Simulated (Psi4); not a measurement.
# BClO (SMILES O=BCl): CEPA(1)/def2-SVPD (DKH3)

What is the energy difference between two shapes of BClO at CEPA(1)/def2-SVPD (DKH3)? 

The results are computed with Psi4 1.11.

3 further runs of the same task are left out: 1 that didn't finish, 2 set aside as unsound or not needed.

## (1) The molecule

BClO: 3 atoms, total charge 0, spin state singlet. SMILES: `O=BCl`. The coordinates come from a GFN2-xTB relaxation.

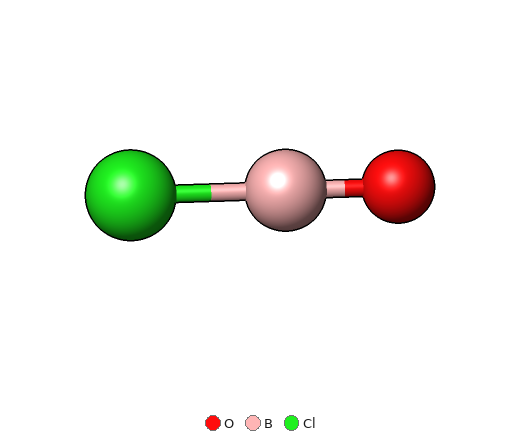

The structure, seen from a chosen angle (oxygen red, boron pink, chlorine green).

## (2) A single-point energy at CEPA(1)/def2-SVPD (DKH3)

Contents of calc.inp:

```
memory 1600 MB

molecule {
  0 1
  O      1.019560     0.606200     0.626990
  B      0.113080     0.066620     0.069470
  Cl    -1.132640    -0.672810    -0.696460
  symmetry c1
}

set basis def2-SVPD
set scf_type pk
set relativistic dkh
set dkh_order 3

e_tot, wfn = energy("cepa(1)", return_wfn=True)
print_variables()
```

Launch:

```sh
$ psi4 calc.inp calc.out -n 1
```

calc.out:

```text
[...]
  Running in c1 symmetry.
[...]
  Nuclear repulsion =   70.603102143163071
[...]
  Multiplicity = 1
[...]
  Nalpha       = 15
  Nbeta        = 15
[...]
    Number of basis functions: 70
[...]
   @RHF iter   1:  -560.06130246179941   -5.36485e-01   8.00624e-03 DIIS/ADIIS
[...]
   @RHF iter  11:  -560.19399144505121   -2.27374e-13   2.72244e-09 DIIS
[...]
    Orbital Energies [Eh]
    ---------------------
    Doubly Occupied:
       1A   -105.264896     2A    -20.575772     3A    -10.716885
       4A     -8.132220     5A     -8.128921     6A     -8.128921
       7A     -7.706365     8A     -1.325195     9A     -1.199842
      10A     -0.688581    11A     -0.630092    12A     -0.580452
      13A     -0.580452    14A     -0.502626    15A     -0.502626
[...]
  @RHF Final Energy:  -560.19399144505121
   => Energetics <=
    Nuclear Repulsion Energy =             70.6031021431630705
    One-Electron Energy =                -912.2664970954917862
    Two-Electron Energy =                 281.4694035072775478
    Total Energy =                       -560.1939914450512106
[...]
 Multipole Moments:
 ------------------------------------------------------------------------------------
     Multipole            Electronic (a.u.)      Nuclear  (a.u.)        Total (a.u.)
 ------------------------------------------------------------------------------------
 L = 1.  Multiply by 2.5417464519 to convert [e a0] to [Debye]
 Dipole X            :         -1.4487754            0.3171461           -1.1316293
 Dipole Y            :         -0.7395591            0.1620744           -0.5774846
 Dipole Z            :         -0.0000000            0.0000000           -0.0000000
 Magnitude           :                                                    1.2704619
[...]
      * SCS-MP2 total energy:                 -560.606460248357
[...]
      * MP2 total energy:                     -560.623227760456
[...]
```

Wall time 9.3 s (1 thread of Intel Xeon Platinum 8259CL at 2.50GHz (Skylake/Cascade Lake), shared host); peak memory 0.37 GiB.

## (3) The distorted shape, same level

Contents of calc.py:

```python
import psi4

psi4.set_memory(1600000000)
psi4.set_num_threads(1)
psi4.core.set_output_file('output.dat', False)

mol = psi4.geometry("""
0 1
O      1.79958241     1.17012220     1.13345395
B     -0.03997905     0.06191499     0.13611319
Cl    -2.51571869    -1.12121041    -1.43620130
units bohr
symmetry c1
""")

options = {'scf_type': 'pk', 'relativistic': 'dkh', 'dkh_order': 3}
psi4.set_options(options)

e = psi4.energy("cepa(1)/def2-SVPD")
print('E =', round(e, 9))
```

Launch:

```sh
$ python calc.py
```

output.dat:

```text
[...]
  Running in c1 symmetry.
[...]
  Nuclear repulsion =   68.406279427632668
[...]
  Multiplicity = 1
[...]
  Nalpha       = 15
  Nbeta        = 15
[...]
    Number of basis functions: 70
[...]
   @RHF iter   1:  -560.04674349004017   -6.36447e-01   8.10954e-03 ADIIS/DIIS
[...]
   @RHF iter  12:  -560.18746632132377   -5.68434e-13   4.31156e-09 DIIS
[...]
    Orbital Energies [Eh]
    ---------------------
    Doubly Occupied:
       1A   -105.271344     2A    -20.581899     3A    -10.722032
       4A     -8.137269     5A     -8.134108     6A     -8.134105
       7A     -7.731038     8A     -1.301906     9A     -1.197537
      10A     -0.690200    11A     -0.619227    12A     -0.573313
      13A     -0.573206    14A     -0.495156    15A     -0.494937
[...]
  @RHF Final Energy:  -560.18746632132377
   => Energetics <=
    Nuclear Repulsion Energy =             68.4062794276326684
    One-Electron Energy =                -907.8729380790318828
    Two-Electron Energy =                 279.2791923300754320
    Total Energy =                       -560.1874663213238819
[...]
 Multipole Moments:
 ------------------------------------------------------------------------------------
     Multipole            Electronic (a.u.)      Nuclear  (a.u.)        Total (a.u.)
 ------------------------------------------------------------------------------------
 L = 1.  Multiply by 2.5417464519 to convert [e a0] to [Debye]
 Dipole X            :         -1.4728487            0.3095438           -1.1633048
 Dipole Y            :         -0.9698585            0.2257988           -0.7440598
 Dipole Z            :         -0.0000000           -0.0000000           -0.0000000
 Magnitude           :                                                    1.3809066
[...]
      * SCS-MP2 total energy:                 -560.606674465325
[...]
      * MP2 total energy:                     -560.623734545723
[...]
```

Standard output:

```text
E = -560.636486279
```

Wall time 10 s (1 thread of Intel Xeon Platinum 8259CL at 2.50GHz (Skylake/Cascade Lake), shared host); peak memory 0.37 GiB.

## (4) Outcome

Level: CEPA(1)/def2-SVPD (DKH3).

```
                                              quantity          value
                             first shape: total energy  -560.63713 Eh
      first shape: HOMO energy (Hartree–Fock orbitals)      -13.68 eV
      first shape: LUMO energy (Hartree–Fock orbitals)        1.33 eV
    first shape: HOMO–LUMO gap (Hartree–Fock orbitals)       15.01 eV
                       first shape: correlation energy     -443.1 mEh
                         distorted shape: total energy  -560.63649 Eh
  distorted shape: HOMO energy (Hartree–Fock orbitals)      -13.47 eV
  distorted shape: LUMO energy (Hartree–Fock orbitals)        1.26 eV
distorted shape: HOMO–LUMO gap (Hartree–Fock orbitals)       14.73 eV
                   distorted shape: correlation energy     -449.0 mEh
                energy change with the atoms displaced       0.017 eV
```

With the atoms displaced the energy rises by 0.02 eV (0.4 kcal/mol). The first shape isn't relaxed at this level, so the change isn't measured from a minimum.
